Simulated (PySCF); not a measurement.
# Hg3: other functionals and bases at one geometry

Aim: see how levels, charges and forces of Hg3 depend on the level of theory. The species was built from a template and needn't be a known compound.

Method: several levels, as the steps say, no spin–orbit coupling; program: PySCF 2.14.0.

3 further runs of the same task are left out: 1 for a known fault of the program, 2 that didn't finish.

## 1. The starting structure

3 atoms, charge 0, spin multiplicity 1.

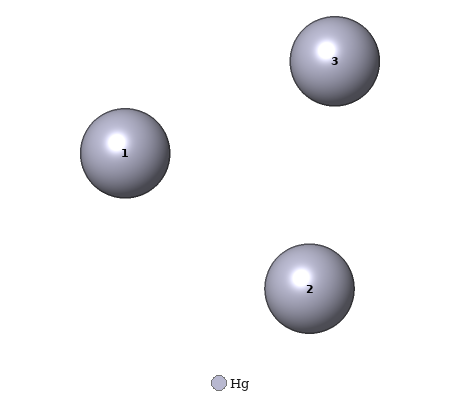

The structure; mercury light grey; atoms are numbered from 1 in the order of the file.

Geometry (Å):

```
Hg    2.1768    0.0000    0.0000
Hg   -1.0884    1.8852    0.0000
Hg   -1.0884   -1.8852    0.0000
```

An earlier session relaxed this geometry at PBE0, Hg def2-SVP with ECP60 (singlet, point group D3h).

At PBE0 on the finer grid: E = -460.532685 Eh, HOMO -7.15 eV, LUMO -0.95 eV, Mulliken charge on Hg1 +0.00 e, largest force component 0.012 eV/Å. 

Levels to run: BP86; M06-L; CAM-B3LYP; PBE; PBE0, TZVP; PBE0, x2c-SVP. Hardware: 2 threads of Arm Neoverse V2, shared host.

## 2. BP86

File run.py (the lines that set the calculation):

```python
mol = gto.M(atom='''
Hg     2.17685    -0.00002     0.00000
Hg    -1.08841     1.88521     0.00000
Hg    -1.08844    -1.88520     0.00000''',
    basis={'Hg': 'def2-SVP'},
    ecp={'Hg': 'def2-SVP'},
    charge=0, spin=0)
mf = dft.RKS(mol, xc='B88,P86')
mf.grids.atom_grid = (75, 302)
mf = mf.density_fit()  # fitting sets: Hg def2-universal-JKFIT
mf.conv_tol = 1e-08; mf.max_cycle = 55
mf.kernel(dm0)  # dm0: the density of the relaxed state
```

Started as:

```console
> OMP_NUM_THREADS=2 python run.py
```

## 3. M06-L

run.py (the lines that set the calculation), as its differences from that of step 2:

```diff
@@ -7,3 +7,3 @@
     charge=0, spin=0)
-mf = dft.RKS(mol, xc='B88,P86')
+mf = dft.RKS(mol, xc='M06L')
 mf.grids.atom_grid = (75, 302)
```

## 4. CAM-B3LYP

run.py (the lines that set the calculation), as its differences from that of step 3:

```diff
@@ -7,3 +7,3 @@
     charge=0, spin=0)
-mf = dft.RKS(mol, xc='M06L')
+mf = dft.RKS(mol, xc='CAMB3LYP')
 mf.grids.atom_grid = (75, 302)
```

## 5. PBE

run.py (the lines that set the calculation), as its differences from that of step 4:

```diff
@@ -7,3 +7,3 @@
     charge=0, spin=0)
-mf = dft.RKS(mol, xc='CAMB3LYP')
+mf = dft.RKS(mol, xc='PBE')
 mf.grids.atom_grid = (75, 302)
```

## 6. PBE0, TZVP

Basis: Hg def2-TZVP with ECP60. 

File run.py (the lines that set the calculation):

```python
mol = gto.M(atom='''
Hg     2.17685    -0.00002     0.00000
Hg    -1.08841     1.88521     0.00000
Hg    -1.08844    -1.88520     0.00000''',
    basis={'Hg': 'def2-TZVP'},
    ecp={'Hg': 'def2-TZVP'},
    charge=0, spin=0)
mf = dft.RKS(mol, xc='PBE0')
mf.grids.atom_grid = (75, 302)
mf = mf.density_fit()  # fitting sets: Hg def2-universal-JKFIT
mf.conv_tol = 1e-08; mf.max_cycle = 55
mf.kernel(dm0)  # dm0: free metal ions and neutral atoms
```

## 7. PBE0, x2c-SVP

Basis: Hg x2c-SVPall. All electrons are treated, with the spin-free X2C Hamiltonian.

File run.py (the lines that set the calculation):

```python
mol = gto.M(atom='''
Hg     2.17685    -0.00002     0.00000
Hg    -1.08841     1.88521     0.00000
Hg    -1.08844    -1.88520     0.00000''',
    basis={'Hg': 'x2c-SVPall'},
    nucmod='G',
    charge=0, spin=0)
mf = dft.RKS(mol, xc='PBE0')
mf.grids.atom_grid = (99, 590)
mf = mf.density_fit()  # fitting sets: Hg AutoAux
mf = mf.sfx2c1e()
mf.conv_tol = 1e-08; mf.max_cycle = 55
mf.kernel(dm0)  # dm0: free metal ions and neutral atoms
```

**Question.** What will these runs give? Wanted: for each run, HOMO; gap; charge on Hg1; dipole; largest force.

**Answer**, as computed:

| level | state | HOMO (eV) | gap (eV) | charge on Hg1 (e) | dipole (D) | largest force (eV/Å) | basis functions | time |
| --- | --- | --- | --- | --- | --- | --- | --- | --- |
| PBE0 (relaxed here) | singlet | -7.15 | 6.19 | 0.00 | 0.00 | 0.01 | 96 | 7.6 s |
| BP86 | singlet | -6.61 | 4.96 | 0.00 | 0.00 | 0.01 | 96 | 2.6 s |
| M06-L | singlet | -6.22 | 5.10 | 0.00 | 0.01 | 0.07 | 96 | 3.2 s |
| CAM-B3LYP | singlet | -8.32 | 8.10 | 0.00 | 0.00 | 0.05 | 96 | 3.9 s |
| PBE | singlet | -6.44 | 4.90 | 0.00 | 0.00 | 0.01 | 96 | 2.6 s |
| PBE0, TZVP | singlet | -7.15 | 5.96 | 0.00 | 0.00 | 0.02 | 129 | 4.6 s |
| PBE0, x2c-SVP | singlet | -7.18 | 6.07 | 0.00 | 0.00 | 0.04 | 207 | 72 s |

Times are on 2 threads of Arm Neoverse V2, shared host; the first row also made further properties.

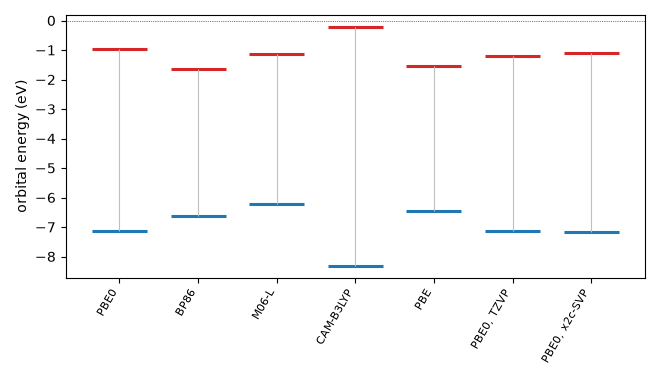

Highest filled and lowest empty level, method by method.

In one basis the HOMO–LUMO gap runs from 4.90 eV (PBE) to 8.10 eV (CAM-B3LYP). The largest leftover force, 0.07 eV/Å with M06-L, stands at a geometry relaxed at another level. Total energies of different levels can't be compared. Spin–orbit coupling is left out throughout.
